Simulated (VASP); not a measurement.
Band structure of La (dhcp). Calculation: AM05 GGA, VASP's PBE PAW potentials (set 64) (plane waves; VASP 6.6.1).

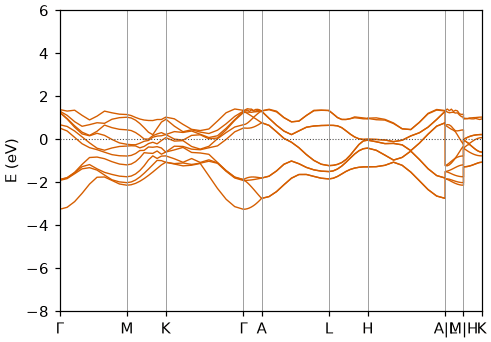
Figure. Bands along high-symmetry lines, zero at the valence-band maximum or, without a gap, the Fermi level

Problem. Read the plot: is there a gap, and where are the band edges?

Solution. It has no gap at this level: it comes out as a metal or semimetal. (Edges off the drawn lines would not show.)

The compound is La in the dhcp structure. It was relaxed first, which changed the volume by -8 %.
